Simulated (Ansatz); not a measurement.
# C2H2S (ethynethiol): HF/STO-3G

Aim: the electronic atomisation energy of C2H2S (ethynethiol) at HF/STO-3G, from 4 runs. 

The results are computed with Ansatz 0.2.0.

48 further runs of the same task are left out: 48 set aside as unsound or not needed.

## (1) The molecule

C2H2S has 5 atoms, charge 0, and is taken as a singlet. SMILES: `C#CS`. The shape is that of a PBE0-D4/def2-TZVP optimisation.

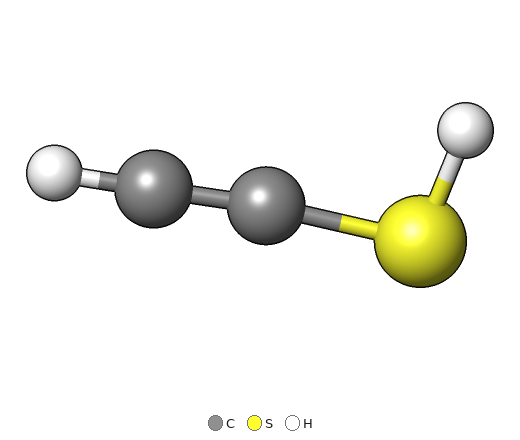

Viewed from a chosen angle; carbon grey, sulfur yellow, hydrogen white.

## (2) The energy at HF/STO-3G

Input file job.yaml:

```yaml
crystal:
  periodic: [false, false, false]
  atoms:
    - {symbol: C, position_ang: [-1.196800, -0.342000, 0.001900]}
    - {symbol: C, position_ang: [0.000700, -0.223700, 0.026100]}
    - {symbol: S, position_ang: [1.678900, -0.197600, 0.083400]}
    - {symbol: H, position_ang: [-2.256800, -0.433400, -0.021800]}
    - {symbol: H, position_ang: [1.823900, 1.123100, -0.131000]}
basis:
  gaussian: {orbitals: STO-3G}
hamiltonian: {xc: hf}
accuracy: high
output: {orbitals: {seedname: orbitals}}
```

Launch:

```sh
ansatz run job.yaml --threads 1 --pin off --max-ram 3480MiB --events-out events.jsonl --progress --plain --runs-dir runs
```

The program printed:

```text
Warning: RAYON_NUM_THREADS=1 ignored (pool sized by the plan → 1); use --threads N
Functional definition: HF
  name "HF"
  exchange = exact_x
  correlation = 0
371 factors; integrals over basis functions are off by at most 1.6e-8 eV
mean field evaluation 1: about -12762.4502 eV, gradient 1.4e1 eV
mean field evaluation 2: about -12762.4721 eV, gradient 1.4e1 eV
mean field evaluation 4: about -12763.2330 eV, gradient 2.6e0 eV
mean field evaluation 8: about -12763.2560 eV, gradient 1.5e-2 eV
mean field -12763.25598448 eV, -469.0410061841 hartree, gradient 4.2e-8 eV, S^2 0.000000; 0 other end points of the search recorded, 0 dependent functions left out
reference -12763.25598448 eV, -469.0410061841 hartree; 15, 15 occupied and 6, 6 virtual orbitals, 371 factors
Total energy: -12763.25598448 eV, -469.0410061841 hartree
```

Run time: 0.12 s. Hardware: 1 thread of Arm Neoverse V1, shared host.

## (3) The C atom, same level

Input file run.yaml:

```yaml
basis:
  gaussian: {orbitals: STO-3G}
crystal:
  periodic: [false, false, false]
  atoms:
    - {symbol: C, position_ang: [0.000000, 0.000000, 0.000000]}
magnetization: {spin_polarized: true, initial_magnetization: 2}
hamiltonian: {xc: hf}
accuracy: high
```

Run the same way, it converges to -37.19839 Eh (log not shown).

## (4) The H atom

Input file in.yaml:

```yaml
crystal:
  periodic: [false, false, false]
  atoms:
    - {symbol: H, position_ang: [0.000000, 0.000000, 0.000000]}
basis:
  gaussian:
    orbitals: STO-3G
accuracy: high
hamiltonian:
  xc: hf
magnetization:
  spin_polarized: true
  initial_magnetization: 1
```

Run the same way, it converges to -0.46658 Eh (log not shown).

## (5) The S atom at the same level

Input file in.yaml:

```yaml
crystal:
  periodic: [false, false, false]
  atoms:
    - {symbol: S, position_ang: [0.000000, 0.000000, 0.000000]}
basis:
  gaussian:
    orbitals: STO-3G
magnetization:
  spin_polarized: true
  initial_magnetization: 2
hamiltonian:
  xc: hf
accuracy: high
```

Launch:

```sh
ansatz run in.yaml --threads 1 --pin off --max-ram 3480MiB --events-out events.jsonl --progress --plain --runs-dir runs
```

The program printed:

```text
Warning: RAYON_NUM_THREADS=1 ignored (pool sized by the plan → 1); use --threads N
[... 4 set-up lines as earlier in the session ...]
42 factors; integrals over basis functions are off by at most 2.4e-9 eV
mean field evaluation 1: about -10697.6155 eV, gradient 9.4e-1 eV
mean field evaluation 2: about -10697.6169 eV, gradient 9.4e-1 eV
mean field evaluation 4: about -10697.6182 eV, gradient 5.4e-6 eV
mean field evaluation 8: about -10697.6182 eV, gradient 1.5e-3 eV
mean field -10697.61824501 eV, -393.1302193981 hartree, gradient 1.5e-9 eV, S^2 2.000000; 0 other end points of the search recorded, 0 dependent functions left out
reference -10697.61824501 eV, -393.1302193981 hartree; 9, 7 occupied and 0, 2 virtual orbitals, 42 factors
Total energy: -10697.61824501 eV, -393.1302193981 hartree
```

Wall time 0.04 s (1 thread of Arm Neoverse V1, shared host).

## (6) What came out

At HF/STO-3G:

| quantity | value |
| --- | --- |
| molecule: total energy | -469.04101 Eh |
| molecule: HOMO energy | -7.05 eV |
| molecule: LUMO energy | 9.90 eV |
| molecule: HOMO–LUMO gap | 16.95 eV |
| C atom: total energy | -37.19839 Eh |
| C atom: ⟨S²⟩ | 2.000 |
| H atom: total energy | -0.46658 Eh |
| H atom: ⟨S²⟩ | 0.750 |
| S atom: total energy | -393.13022 Eh |
| S atom: ⟨S²⟩ | 2.000 |
| electronic atomisation energy | 15.805 eV |

Taking the molecule apart into free atoms costs 15.81 eV (1525 kJ/mol), before zero-point energy and without spin-orbit coupling. Hartree–Fock lacks the correlation of the bonding pairs, which as a rule makes this value much too low; in minimal bases other errors can mask that. In a minimal basis such a difference can be off by several eV, whatever the method.
